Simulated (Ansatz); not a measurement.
**[AlH4]− (SMILES [H][Al-]([H])([H])[H]): r2SCAN/6-31G**

What is the vertical singlet–triplet gap of [AlH4]− at r2SCAN/6-31G? 

The calculation is run with Ansatz 0.2.0.

6 further runs of the same task are left out: 6 that didn't finish.

## Step 1: The structure to begin with

[AlH4]−: 5 atoms, total charge -1, spin state singlet. As SMILES, `[H][Al-]([H])([H])[H]`. Geometry: a GFN2-xTB relaxation, a rough one for these elements and not checked as a minimum.

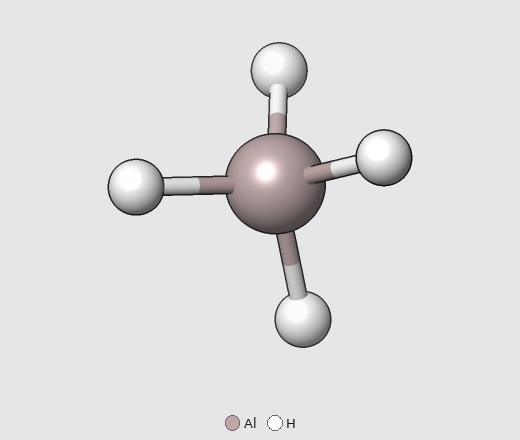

Viewed from a chosen angle; aluminium light grey, hydrogen white.

## Step 2: The energy at r2SCAN/6-31G

Contents of molecule.yaml:

```yaml
crystal:
  periodic: [false, false, false]
  atoms:
    - {symbol: Al, position_ang: [-0.001450, -0.001080, -0.000010]}
    - {symbol: H, position_ang: [0.012860, -0.019320, 1.627070]}
    - {symbol: H, position_ang: [1.530040, 0.013000, -0.552880]}
    - {symbol: H, position_ang: [-0.773910, 1.334120, -0.520140]}
    - {symbol: H, position_ang: [-0.767540, -1.326720, -0.554050]}
basis:
  gaussian:
    orbitals: 6-31G
total_charge: -1
hamiltonian:
  xc: {name: r2SCAN}
accuracy: high
```

The run is started by

```bash
ansatz run molecule.yaml --threads 1 --pin off --max-ram 2610MiB --events-out events.jsonl --progress --plain --runs-dir runs
```

The log of the run:

```text
Warning: RAYON_NUM_THREADS=1 ignored (pool sized by the plan → 1); use --threads N
Functional definition: r2SCAN
  name "r2SCAN"
  parameter k0 = 0.174
  parameter k1 = 0.065
  parameter a1 = 4.9479
  exchange = r2scan_x(k0 = k0, k1 = k1, a1 = a1)
  correlation = r2scan_c
483 factors; integrals over basis functions are off by at most 2.6e-9 eV
mean field evaluation 1: about -6660.1579 eV, gradient 8.7e0 eV
mean field evaluation 2: about -6660.4005 eV, gradient 4.1e0 eV
mean field evaluation 4: about -6660.4752 eV, gradient 1.3e-2 eV
mean field evaluation 8: about -6660.4739 eV, gradient 3.8e-5 eV
mean field -6660.47392695 eV, -244.7679021841 hartree, gradient 3.9e-8 eV, S^2 0.000000; 0 other end points of the search recorded, 0 dependent functions left out
reference -6660.47392793 eV, -244.7679022200 hartree; 9, 9 occupied and 12, 12 virtual orbitals, 483 factors
Total energy: -6660.47392793 eV, -244.7679022200 hartree
```

Wall time 2.1 s (1 thread of Arm Neoverse V1, shared host); peak memory 0.13 GiB.

## Step 3: The triplet at the same level

Contents of job.yaml:

```yaml
crystal:
  periodic: [false, false, false]
  atoms:
    - symbol: Al
      position_ang: [-0.001450, -0.001080, -0.000010]
    - symbol: H
      position_ang: [0.012860, -0.019320, 1.627070]
    - symbol: H
      position_ang: [1.530040, 0.013000, -0.552880]
    - symbol: H
      position_ang: [-0.773910, 1.334120, -0.520140]
    - symbol: H
      position_ang: [-0.767540, -1.326720, -0.554050]
basis:
  gaussian:
    orbitals: 6-31G
total_charge: -1
magnetization:
  spin_polarized: true
  initial_magnetization: 2
hamiltonian:
  xc: {name: r2SCAN}
accuracy: high
```

The run is started by

```bash
ansatz run job.yaml --threads 1 --pin off --max-ram 2610MiB --events-out events.jsonl --progress --plain --runs-dir runs
```

The log of the run, shortened:

```text
Warning: RAYON_NUM_THREADS=1 ignored (pool sized by the plan → 1); use --threads N
[... 2 set-up lines as earlier in the session ...]
[...]
483 factors; integrals over basis functions are off by at most 2.6e-9 eV
[...]
mean field -6653.51571933 eV, -244.5121927703 hartree, gradient 3.0e-8 eV, S^2 2.003979; 9 other end points of the search recorded, 0 dependent functions left out
reference -6653.51572412 eV, -244.5121929466 hartree; 10, 8 occupied and 11, 13 virtual orbitals, 483 factors
Total energy: -6653.51572412 eV, -244.5121929466 hartree
```

Wall time 47 s (1 thread of Arm Neoverse V1, shared host); peak memory 0.21 GiB.

## Step 4: Summary of results

Level: r2SCAN/6-31G.

```
                                        quantity          value
                           singlet: total energy  -244.76790 Eh
                           triplet: total energy  -244.51219 Eh
                                   triplet: ⟨S²⟩          2.004
vertical energy of the triplet above the singlet       6.958 eV
```

What this shows: At this shape the triplet lies 6.96 eV (671 kJ/mol) above the singlet. For an anion a state so high probably lies above electron detachment.
